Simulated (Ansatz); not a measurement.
## Run report: AlB2H5O, molecular dynamics

System: AlB2H5O.
Method: RKS PBE/6-31G* (Ansatz 0.2.0).

The geometry comes from this level: PBE0-D4/def2-TZVP. Figures and captions count atoms from 1; the log counts them from 0 in places.

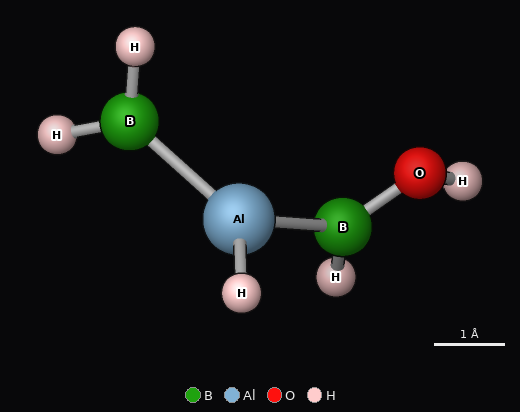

**Figure 1.** The structure as given in the input (ball-and-stick view, seen at a tilt). Sticks mark near contacts.

The input
```yaml
crystal:
  periodic: [false, false, false]
  atoms:
    - {symbol: B, position_ang: [-0.512778, 0.624481, -2.091496]}
    - {symbol: Al, position_ang: [0.414590, 0.820474, -0.203102]}
    - {symbol: B, position_ang: [0.009904, -0.509362, 1.440802]}
    - {symbol: O, position_ang: [0.724848, -1.657338, 1.557433]}
    - {symbol: H, position_ang: [-0.036624, -0.016106, -2.989404]}
    - {symbol: H, position_ang: [-1.574746, 1.122111, -2.353336]}
    - {symbol: H, position_ang: [1.417741, 2.049400, 0.020435]}
    - {symbol: H, position_ang: [-0.837011, -0.290510, 2.279977]}
    - {symbol: H, position_ang: [0.482477, -2.189550, 2.321692]}
basis:
  gaussian: {orbitals: "6-31G*"}
hamiltonian: {xc: {name: PBE}}
md: {timestep: 2 fs, n_steps: 30, ensemble: nvt_nose_hoover, temperature: 1000, initial_velocities: maxwell_boltzmann, seed: 479}
```

Hardware: 2 threads of Intel Xeon, 15 GiB of memory available, shared host.

Command:
```bash
ansatz run in.yaml --threads 2 --pin off --events-out ev --progress --plain --max-ram 4352MiB
```

The program's output
```
Functional definition: PBE
  name "PBE"
  cite "Perdew, Burke & Ernzerhof, Phys. Rev. Lett. 77, 3865 (1996) doi:10.1103/PhysRevLett.77.3865"
  parent pbe
  parameter kappa = 0.804
  parameter beta = 0.06672455060314922
  exchange = pbe_x(kappa = kappa, mu = beta*pi^2/3)
  correlation = pbe_c(beta = beta)
849 factors; their error is unknown
mean field evaluation 1: about -10062.5431 eV, gradient 4.9e1 eV
mean field evaluation 2: about -10047.2143 eV, gradient 1.0e2 eV
mean field evaluation 4: about -10067.6424 eV, gradient 3.4e0 eV
mean field evaluation 8: about -10067.6810 eV, gradient 1.2e-1 eV
mean field evaluation 16: about -10067.6297 eV, gradient 3.8e-5 eV
mean field -10067.62974265 eV, -369.9785689579 hartree, gradient 3.8e-5 eV, S^2 0.000000; 0 other end points of the search recorded, 0 dependent functions left out
the calculation of the forces begins
reference -10067.62978723 eV, -369.9785705961 hartree; 18, 18 occupied and 56, 56 virtual orbitals, 849 factors
md step     0: t =     0.00 fs  T =  1000.0 K  F+E_penalty+E_count = -10067.62974265 eV  E_kin = 0.904820 eV  conserved = -10066.72492266 eV  (25 SCF iters)
these checks for a lower state are left out or cut short: starts, cluster_reference, orbital_swaps, neighbouring_geometries, increment
849 factors; their error is unknown
mean field -10067.25614500 eV, -369.9648394975 hartree, gradient 1.6e-5 eV, S^2 0.000000; 0 other end points of the search recorded, 0 dependent functions left out
the calculation of the forces begins
reference -10067.25618916 eV, -369.9648411203 hartree; 18, 18 occupied and 56, 56 virtual orbitals, 849 factors
md step     1: t =     2.00 fs  T =   699.1 K  F+E_penalty+E_count = -10067.25614500 eV  E_kin = 0.632601 eV  conserved = -10066.62356288 eV  (27 SCF iters)
[... from here on the SCF iterations and repeated set-up lines of each step are left out, up to the last step ...]
md step     2: t =     4.00 fs  T =   683.1 K  F+E_penalty+E_count = -10067.28185015 eV  E_kin = 0.618066 eV  conserved = -10066.66395458 eV  (27 SCF iters)
md step     3: t =     6.00 fs  T =   700.0 K  F+E_penalty+E_count = -10067.33326121 eV  E_kin = 0.633378 eV  conserved = -10066.70036255 eV  (28 SCF iters)
md step     4: t =     8.00 fs  T =   495.0 K  F+E_penalty+E_count = -10067.08703179 eV  E_kin = 0.447924 eV  conserved = -10066.63998800 eV  (29 SCF iters)
md step     5: t =    10.00 fs  T =   503.4 K  F+E_penalty+E_count = -10067.08494665 eV  E_kin = 0.455523 eV  conserved = -10066.63081940 eV  (27 SCF iters)
md step     6: t =    12.00 fs  T =   594.9 K  F+E_penalty+E_count = -10067.17806426 eV  E_kin = 0.538238 eV  conserved = -10066.64198678 eV  (28 SCF iters)
md step     7: t =    14.00 fs  T =   608.2 K  F+E_penalty+E_count = -10067.23849018 eV  E_kin = 0.550315 eV  conserved = -10066.69135201 eV  (28 SCF iters)
md step     8: t =    16.00 fs  T =   439.0 K  F+E_penalty+E_count = -10066.93732313 eV  E_kin = 0.397189 eV  conserved = -10066.54434902 eV  (29 SCF iters)
md step     9: t =    18.00 fs  T =   640.4 K  F+E_penalty+E_count = -10067.21621345 eV  E_kin = 0.579461 eV  conserved = -10066.64225708 eV  (28 SCF iters)
md step    10: t =    20.00 fs  T =   359.3 K  F+E_penalty+E_count = -10066.88552791 eV  E_kin = 0.325110 eV  conserved = -10066.56725283 eV  (29 SCF iters)
md step    11: t =    22.00 fs  T =   400.4 K  F+E_penalty+E_count = -10066.95655403 eV  E_kin = 0.362318 eV  conserved = -10066.60226351 eV  (30 SCF iters)
md step    12: t =    24.00 fs  T =   473.8 K  F+E_penalty+E_count = -10066.95742272 eV  E_kin = 0.428715 eV  conserved = -10066.53830356 eV  (28 SCF iters)
md step    13: t =    26.00 fs  T =   657.1 K  F+E_penalty+E_count = -10067.26759536 eV  E_kin = 0.594574 eV  conserved = -10066.68486797 eV  (28 SCF iters)
md step    14: t =    28.00 fs  T =   347.9 K  F+E_penalty+E_count = -10066.86394092 eV  E_kin = 0.314791 eV  conserved = -10066.56313263 eV  (28 SCF iters)
md step    15: t =    30.00 fs  T =   491.5 K  F+E_penalty+E_count = -10067.07944656 eV  E_kin = 0.444761 eV  conserved = -10066.65066300 eV  (29 SCF iters)
md step    16: t =    32.00 fs  T =   360.7 K  F+E_penalty+E_count = -10066.91475451 eV  E_kin = 0.326361 eV  conserved = -10066.60656131 eV  (27 SCF iters)
md step    17: t =    34.00 fs  T =   302.7 K  F+E_penalty+E_count = -10066.93250742 eV  E_kin = 0.273897 eV  conserved = -10066.67864633 eV  (27 SCF iters)
md step    18: t =    36.00 fs  T =   361.0 K  F+E_penalty+E_count = -10066.94403249 eV  E_kin = 0.326640 eV  conserved = -10066.63947927 eV  (27 SCF iters)
md step    19: t =    38.00 fs  T =   586.7 K  F+E_penalty+E_count = -10067.19088070 eV  E_kin = 0.530826 eV  conserved = -10066.68530744 eV  (28 SCF iters)
md step    20: t =    40.00 fs  T =   483.9 K  F+E_penalty+E_count = -10067.07628757 eV  E_kin = 0.437877 eV  conserved = -10066.66742352 eV  (27 SCF iters)
md step    21: t =    42.00 fs  T =   506.5 K  F+E_penalty+E_count = -10067.11246815 eV  E_kin = 0.458285 eV  conserved = -10066.68688125 eV  (27 SCF iters)
md step    22: t =    44.00 fs  T =   585.0 K  F+E_penalty+E_count = -10067.17546936 eV  E_kin = 0.529339 eV  conserved = -10066.68311262 eV  (28 SCF iters)
md step    23: t =    46.00 fs  T =   371.5 K  F+E_penalty+E_count = -10066.93821679 eV  E_kin = 0.336154 eV  conserved = -10066.64296845 eV  (30 SCF iters)
md step    24: t =    48.00 fs  T =   353.9 K  F+E_penalty+E_count = -10066.95245045 eV  E_kin = 0.320239 eV  conserved = -10066.67627782 eV  (29 SCF iters)
md step    25: t =    50.00 fs  T =   486.8 K  F+E_penalty+E_count = -10067.00913552 eV  E_kin = 0.440508 eV  conserved = -10066.61658016 eV  (29 SCF iters)
md step    26: t =    52.00 fs  T =   658.6 K  F+E_penalty+E_count = -10067.21117672 eV  E_kin = 0.595883 eV  conserved = -10066.66878560 eV  (28 SCF iters)
md step    27: t =    54.00 fs  T =   516.0 K  F+E_penalty+E_count = -10066.98928158 eV  E_kin = 0.466862 eV  conserved = -10066.58177929 eV  (29 SCF iters)
md step    28: t =    56.00 fs  T =   791.3 K  F+E_penalty+E_count = -10067.32950513 eV  E_kin = 0.716005 eV  conserved = -10066.67964878 eV  (28 SCF iters)
md step    29: t =    58.00 fs  T =   639.8 K  F+E_penalty+E_count = -10067.06670066 eV  E_kin = 0.578925 eV  conserved = -10066.56152690 eV  (27 SCF iters)
these checks for a lower state are left out or cut short: starts, cluster_reference, orbital_swaps, neighbouring_geometries, increment
849 factors; their error is unknown
mean field -10067.11806956 eV, -369.9597653184 hartree, gradient 1.4e-5 eV, S^2 0.000000; 0 other end points of the search recorded, 0 dependent functions left out
the calculation of the forces begins
reference -10067.11811390 eV, -369.9597669481 hartree; 18, 18 occupied and 56, 56 virtual orbitals, 849 factors
849 factors; their error is unknown
mean field evaluation 256: about -10067.1705 eV, gradient 2.7e-1 eV
mean field -10067.11806956 eV, -369.9597653184 hartree, gradient 1.4e-5 eV, S^2 0.000000; 1 other end points of the search recorded, 0 dependent functions left out
the calculation of the forces begins
reference -10067.11811390 eV, -369.9597669481 hartree; 18, 18 occupied and 56, 56 virtual orbitals, 849 factors
md step    30: t =    60.00 fs  T =   616.6 K  F+E_penalty+E_count = -10067.11806956 eV  E_kin = 0.557886 eV  conserved = -10066.64080600 eV  (28 SCF iters)
```

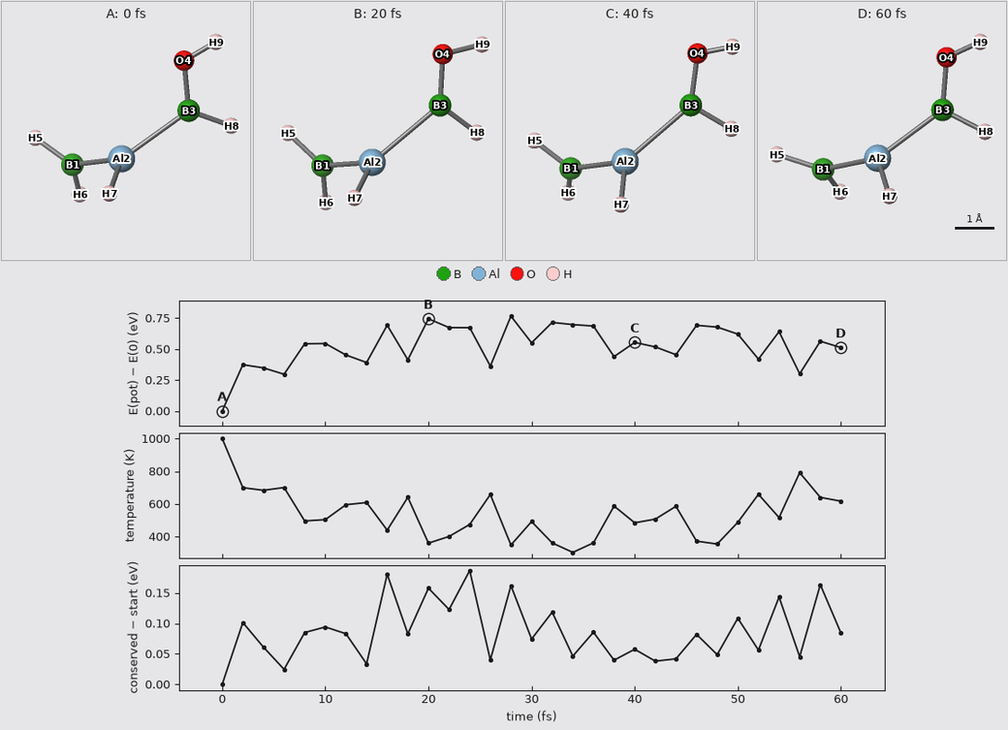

**Figure 2.** Frames of the molecular dynamics (ball-and-stick, seen at a tilt) above the curves, on which the letters mark them. The trajectory kept here has 31 frames over 60 fs. The temperature starts at 1000 K, ranges from 303 to 1000 K and averages 507 K over the second half. The potential energy ends 0.512 eV above its first value. The conserved quantity stays within 0.19 eV. After an unweighted best fit of the last frame on the first, the root-mean-square displacement is 0.37 Å, and H8 has moved furthest (0.60 Å).

```
Total energy: -10067.11811390 eV, -369.9597669481 hartree
Atom 0 at    -0.459688     0.761658    -2.224750 Å, force    -1.580885    -0.030277    -1.007217 eV/Å
Atom 1 at     0.354168     0.788451    -0.250614 Å, force    -0.445926    -0.608467    -0.490526 eV/Å
Atom 2 at     0.173896    -0.484463     1.437980 Å, force    -0.091059    -1.291690     1.864470 eV/Å
Atom 3 at     0.672886    -1.755638     1.691331 Å, force     0.216854     0.035738    -0.222083 eV/Å
Atom 4 at     0.087256     0.451800    -3.330025 Å, force    -0.484640     0.328949     1.100681 eV/Å
Atom 5 at    -1.789563     0.991556    -2.355286 Å, force     2.156957    -0.317293     0.189287 eV/Å
Atom 6 at     0.956598     2.020767     0.479800 Å, force     0.464852     0.911944     0.103806 eV/Å
Atom 7 at    -0.333575     0.021633     2.470550 Å, force     0.044544     0.129978    -0.682247 eV/Å
Atom 8 at     0.645159    -2.131161     2.620196 Å, force    -0.280696     0.841118    -0.856171 eV/Å
Dipole moment:     0.042338    -0.241228     0.273623 e Å
```

Trajectory as extended XYZ (Å, eV, eV/Å), 11 of the 31 frames kept, from step=0 to step=30
```
9
Properties=species:S:1:pos:R:3:forces:R:3 step=0 time_fs=0.0 energy=-10067.62974 temperature=1000.0
B    -0.5128    0.6245   -2.0915    0.1136   0.0641   0.1863
Al    0.4146    0.8205   -0.2031   -0.1208  -0.1666  -0.0784
B     0.0099   -0.5094    1.4408   -0.1598   0.2700   0.0272
O     0.7248   -1.6573    1.5574    0.5933   0.0315  -0.7649
H    -0.0366   -0.0161   -2.9894    0.0768  -0.1309  -0.1788
H    -1.5747    1.1221   -2.3533   -0.2115   0.0778  -0.0614
H     1.4177    2.0494    0.0204    0.1545   0.1844   0.0493
H    -0.8370   -0.2905    2.2800   -0.1719   0.0827   0.1242
H     0.4825   -2.1896    2.3217   -0.2744  -0.4130   0.6966
9
Properties=species:S:1:pos:R:3:forces:R:3 step=3 time_fs=6.0 energy=-10067.33326 temperature=700.0
B    -0.4800    0.6465   -2.0739   -1.3775   0.0467  -1.2284
Al    0.3858    0.8544   -0.2355    0.1589  -0.5848   0.5538
B     0.0509   -0.5099    1.4123    0.3249  -1.3380   1.6082
O     0.7269   -1.7204    1.6298    0.7527   1.7584  -2.7032
H    -0.0690   -0.0448   -2.9896    0.1738   0.0724   0.1752
H    -1.5736    1.1551   -2.4355    0.7543  -0.2356   0.3944
H     1.3812    2.0664   -0.1114    0.3717   0.4695   0.1777
H    -0.6924   -0.3380    2.3809   -0.3637   0.5197  -0.5209
H     0.3514   -2.2997    2.2704   -0.7952  -0.7082   1.5432
9
Properties=species:S:1:pos:R:3:forces:R:3 step=6 time_fs=12.0 energy=-10067.17806 temperature=594.9
B    -0.4705    0.6629   -2.0856   -1.4030   0.0539  -1.3152
Al    0.3602    0.8819   -0.2609    1.3930   0.1102   1.1655
B     0.1017   -0.5464    1.4285    0.1203  -0.2908   0.9676
O     0.7333   -1.7683    1.6709   -2.0001  -0.8539   0.7647
H    -0.0335   -0.0654   -2.9596    0.0932   0.1362   0.1246
H    -1.5385    1.2041   -2.4508    0.6627  -0.2945   0.2435
H     1.4394    2.2052   -0.1853   -0.5619  -0.6272   0.1161
H    -0.6797   -0.2272    2.3374   -0.1014   0.0312  -0.4946
H     0.1492   -2.3389    2.3527    1.7971   1.7347  -1.5720
9
Properties=species:S:1:pos:R:3:forces:R:3 step=9 time_fs=18.0 energy=-10067.21621 temperature=640.4
B    -0.4869    0.6727   -2.1288   -0.4404   0.1895  -0.0047
Al    0.3506    0.9091   -0.2722    0.8646  -1.0360   0.9888
B     0.1591   -0.5909    1.4698   -0.1413   1.5919  -1.2127
O     0.7235   -1.8088    1.6970   -1.5989  -0.4995   1.3048
H     0.0471   -0.0627   -2.9108    0.0070  -0.0674  -0.3451
H    -1.4837    1.2674   -2.4570   -0.0890  -0.1412  -0.2868
H     1.3455    2.1785   -0.2165    0.0304   0.1519   0.1751
H    -0.7228   -0.1054    2.1618   -0.0514  -0.5434   0.4282
H     0.1240   -2.2128    2.4270    1.4190   0.3541  -1.0478
9
Properties=species:S:1:pos:R:3:forces:R:3 step=12 time_fs=24.0 energy=-10066.95742 temperature=473.8
B    -0.5073    0.6819   -2.1730   -0.8907   0.5196  -0.6012
Al    0.3517    0.9232   -0.2710    0.3347  -1.5331   0.6666
B     0.2111   -0.5908    1.4774   -0.9326   0.9921  -1.1308
O     0.6979   -1.8449    1.7293    2.4415   2.5739  -4.3075
H     0.1144   -0.0607   -2.9531   -0.5230   0.4817   0.1920
H    -1.5494    1.3301   -2.5769    1.2080  -0.9872   0.2585
H     1.2609    2.2053   -0.1882    0.3139   0.5486   0.1692
H    -0.7687   -0.1554    2.1103    0.4463  -0.4330   0.3668
H     0.2877   -2.1603    2.4579   -2.3981  -2.1624   4.3865
9
Properties=species:S:1:pos:R:3:forces:R:3 step=15 time_fs=30.0 energy=-10067.07945 temperature=491.5
B    -0.5381    0.6991   -2.2216    0.7211   0.0843   1.1964
Al    0.3582    0.9198   -0.2614    0.5713  -0.1918   0.2297
B     0.2352   -0.5632    1.4536   -0.8073  -1.3082   0.2573
O     0.6795   -1.8641    1.7500    0.3188   0.5006   0.6617
H     0.0683    0.0410   -2.9856    0.5236  -0.5457  -0.5401
H    -1.4580    1.2145   -2.7119   -1.0485   0.4954  -0.2452
H     1.2519    2.3673   -0.1056   -0.4454  -0.7347   0.0156
H    -0.7029   -0.3116    2.1845   -0.0550   0.7177   0.2445
H     0.3779   -2.2366    2.6594    0.2214   0.9823  -1.8200
9
Properties=species:S:1:pos:R:3:forces:R:3 step=18 time_fs=36.0 energy=-10066.94403 temperature=361.0
B    -0.5488    0.7151   -2.2479   -0.6098   0.1946  -1.2904
Al    0.3710    0.9120   -0.2487   -0.2776  -0.7424  -0.2086
B     0.2319   -0.5714    1.4376   -1.0604  -0.9173   1.2706
O     0.6744   -1.8611    1.7563    0.1520   0.1236   1.2153
H     0.1084    0.0509   -3.1054   -0.3937   0.4750   0.7526
H    -1.6101    1.2137   -2.8696    1.4260  -0.6738   1.2599
H     1.1226    2.3289   -0.0119    0.0329  -0.0933   0.0733
H    -0.6164   -0.2602    2.3162    0.3977   0.5938  -0.5336
H     0.4209   -2.1810    2.7250    0.3328   1.0399  -2.5392
9
Properties=species:S:1:pos:R:3:forces:R:3 step=21 time_fs=42.0 energy=-10067.11247 temperature=506.5
B    -0.5622    0.7344   -2.2935    2.0256  -0.3143   2.3666
Al    0.3801    0.8936   -0.2388   -0.9852  -1.4306  -0.7313
B     0.1999   -0.6057    1.4527    0.1062   1.3510  -0.6143
O     0.6829   -1.8403    1.7474    0.6058   0.4966  -2.1313
H     0.0899    0.1501   -3.0653    0.7388  -0.5698  -0.7815
H    -1.5307    1.0904   -2.7366   -2.1940   0.8565  -0.6416
H     1.0091    2.2784    0.1173    0.4291   0.5952   0.2481
H    -0.4303   -0.0209    2.3237   -0.1805  -0.1708   0.1655
H     0.3954   -2.0227    2.6203   -0.5459  -0.8138   2.1197
9
Properties=species:S:1:pos:R:3:forces:R:3 step=24 time_fs=48.0 energy=-10066.95245 temperature=353.9
B    -0.5381    0.7474   -2.2920   -0.7685   0.0017  -0.2338
Al    0.3782    0.8594   -0.2371   -0.4405   0.1677  -0.3267
B     0.1673   -0.5998    1.4561    0.6123   2.1059  -0.7105
O     0.6929   -1.8157    1.7287   -0.4804   0.0325  -0.2400
H     0.1921    0.1652   -3.1536   -0.8264   0.6082   0.5301
H    -1.7834    1.1120   -2.6665    2.1389  -0.6401   0.5767
H     1.0089    2.3584    0.3074   -0.2035  -0.8540  -0.2871
H    -0.2799    0.1596    2.3422   -0.2456  -0.8396   0.0140
H     0.3791   -1.9958    2.6275    0.2137  -0.5824   0.6774
9
Properties=species:S:1:pos:R:3:forces:R:3 step=27 time_fs=54.0 energy=-10066.98928 temperature=516.0
B    -0.5222    0.7599   -2.2830    3.1870  -0.5846   2.3288
Al    0.3698    0.8249   -0.2403   -0.5357  -0.0341  -0.5374
B     0.1546   -0.5364    1.4396    1.1365  -0.5783   0.4299
O     0.6905   -1.7902    1.7110   -1.1793  -0.3350   2.1578
H     0.1110    0.3167   -3.1561    0.5213  -0.2910  -0.9284
H    -1.5766    0.9938   -2.4596   -3.3142   0.8181  -0.6547
H     0.9636    2.2036    0.4191    0.0809  -0.1534  -0.1969
H    -0.2260    0.1093    2.3879   -0.5701   0.0163   0.2456
H     0.4740   -2.1212    2.7124    0.6737   1.1420  -2.8446
9
Properties=species:S:1:pos:R:3:forces:R:3 step=30 time_fs=60.0 energy=-10067.11807 temperature=616.6
B    -0.4597    0.7617   -2.2247   -1.5809  -0.0303  -1.0072
Al    0.3542    0.7885   -0.2506   -0.4459  -0.6085  -0.4905
B     0.1739   -0.4845    1.4380   -0.0911  -1.2917   1.8645
O     0.6729   -1.7556    1.6913    0.2169   0.0357  -0.2221
H     0.0873    0.4518   -3.3300   -0.4846   0.3289   1.1007
H    -1.7896    0.9916   -2.3553    2.1570  -0.3173   0.1893
H     0.9566    2.0208    0.4798    0.4649   0.9119   0.1038
H    -0.3336    0.0216    2.4705    0.0445   0.1300  -0.6822
H     0.6452   -2.1312    2.6202   -0.2807   0.8411  -0.8562
```

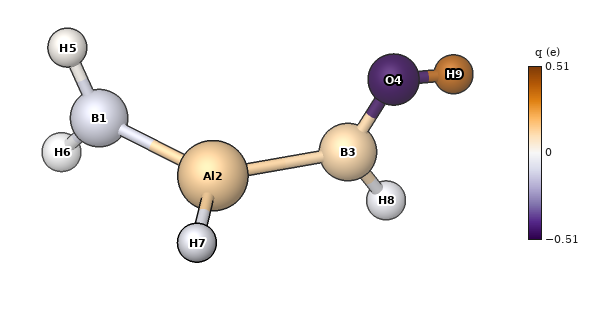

**Figure 3.** Mulliken charges, as the colour of each atom (ball-and-stick view, seen at a tilt; atoms are numbered from 1 in the order of the input). By element: B −0.10 to +0.13, Al +0.14, O −0.49 and H −0.05 to +0.41 e.

Results in brief

| quantity | value |
| --- | --- |
| outcome | finished |
| mean temperature over the second half | 507 K |
| trajectory | 30 steps, 60 fs |
| ensemble | nvt_nose_hoover |
| temperature in the input | 1000 K |
| time step | 2 fs |
| potential energy (last step) | −10067.1181 eV |
| SCF solution under orbital rotations (last step) | stable |
| largest force (length of the vector) (last step) | 2.270 eV/Å |
| dipole moment (last step) | 1.76 D |
| wall time | 42 s (CPU time 76 s) |
| peak memory | 0.13 GiB |

Notes

So short a trajectory is not equilibrated. The temperature stays far from the 1000 K of the thermostat over the second half: the run isn't equilibrated.
